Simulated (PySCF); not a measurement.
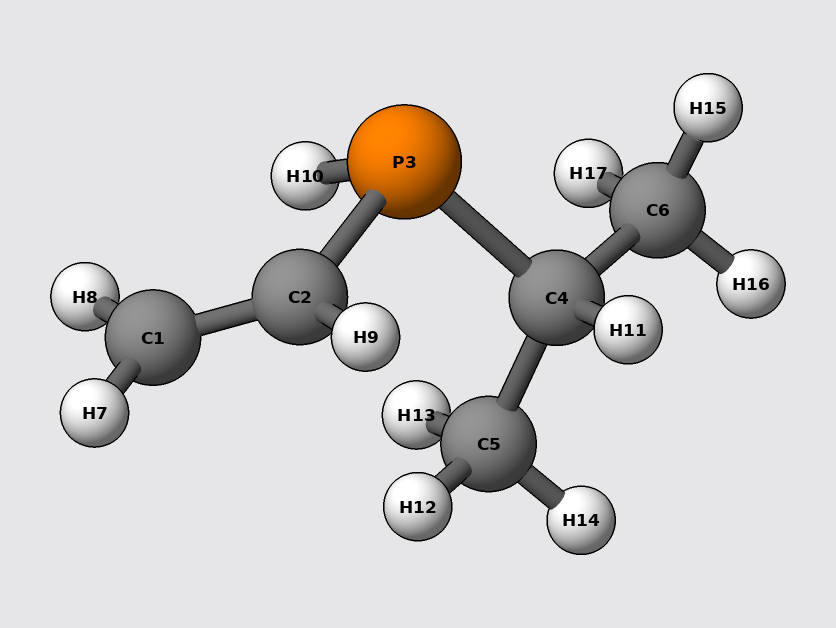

Computed geometry: GFN2-xTB optimisation. No frequency run is at hand to confirm it as a minimum. Method: GIAO PBE0/pcSseg-1 NMR shielding, non-relativistic, gas phase (PySCF 2.14.0). Principal shieldings σ11 ≤ σ22 ≤ σ33, span Ω = σ33 − σ11, skew κ = 3(σiso − σ22)/Ω.

Give the shielding tensors of the P atoms.

```csv
atom,σ11,σ22,σ33,σiso,Ω,κ
P3,301.6,354.1,379.6,345.1,78.0,−0.34
```

Shieldings and span in ppm.

The geometry is semi-empirical. Around P such bond lengths and angles can be off by a tenth of an ångström or more and by several degrees, and values that hang on the shape move with them.
